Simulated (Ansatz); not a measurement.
System: C₃H₉NOS₂W (SMILES C[O][W](=[S])(=[S])[N](C)C).

| atom | x (Å) | y (Å) | z (Å) |
| --- | --- | --- | --- |
| C | 0.0468 | -3.0176 | -1.2069 |
| O | 0.1389 | -1.7730 | -0.5587 |
| W | -0.5570 | -0.0754 | -0.8844 |
| S | -2.6904 | -0.1891 | -0.8842 |
| S | 0.1560 | 0.6217 | -2.7733 |
| N | 0.0545 | 1.0725 | 0.5292 |
| C | 1.2668 | 1.8689 | 0.4650 |
| C | -0.6727 | 1.2779 | 1.7693 |
| H | 0.4491 | -2.9481 | -2.2219 |
| H | -0.9963 | -3.3438 | -1.2567 |
| H | 0.6269 | -3.7471 | -0.6377 |
| H | 1.0242 | 2.9355 | 0.5440 |
| H | 1.7937 | 1.7010 | -0.4717 |
| H | 1.9321 | 1.6060 | 1.2957 |
| H | -0.9557 | 2.3323 | 1.8729 |
| H | -1.5760 | 0.6723 | 1.7964 |
| H | -0.0410 | 1.0061 | 2.6231 |

Geometry: PBE0-D4/def2-TZVP; core potentials replace the inner electrons of W.

These are results of Ansatz, RKS PBE0-D4/def2-TZVPP, not measurements.

What can the converged electron density and electron localisation function tell about the bonding?

Answer. C–N (1.45 Å): the density is about 1.9 e/Å³ at the midpoint; the ELF peaks at about 0.90 between the atoms: a shared electron pair.
W–N (1.92 Å): ρ is about 1.2 e/Å³ halfway; the ELF peaks at about 0.85 in the valence shell of N, 0.6 Å from its nucleus, and is about 0.35 at the midpoint.
C–H (1.09 Å): the density is about 2.1 e/Å³ at the midpoint; the ELF climbs to about 1 towards the hydrogen, as it does in any bond to H; a covalent bond by its length.

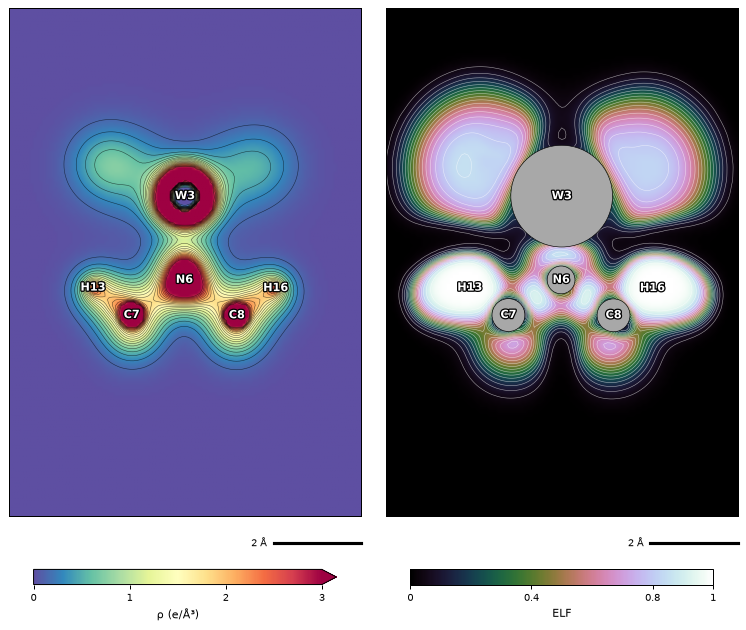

Computed electron density and electron localisation function on the plane of atoms W3, N6 and C7, in this order. Grey discs cover the atomic cores in the ELF map. 
